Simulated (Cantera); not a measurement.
A closed system holds: 1 mol acetone, a varied amount of O₂, equilibrated at 2425 °C and 50.0 mbar.

Equilibrium computed with Cantera from the NASA thermochemical tables; the gas is ideal and each condensed phase is pure. Candidate condensed phases: C, C₆H₆, C₇H₈, C₈H₁₈, H₂O; 110 gas species. The feed counts by its element totals alone. Kinetics and transport are ignored.

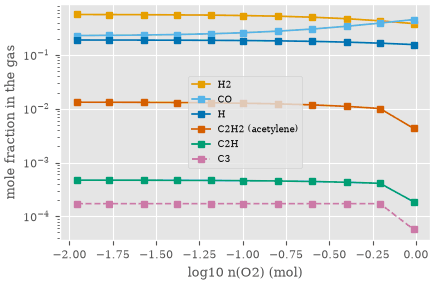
Figure. Equilibrium gas composition (values under 1e-9 drawn at 1e-9)

**Question.** Read off the mole fractions at 0.066 mol O₂.

**Answer.** H₂ about 0.55, CO about 0.25, H about 0.19, C₂H₂ (acetylene) about 0.013, C₂H about 0.00046, C₃ about 0.00017.
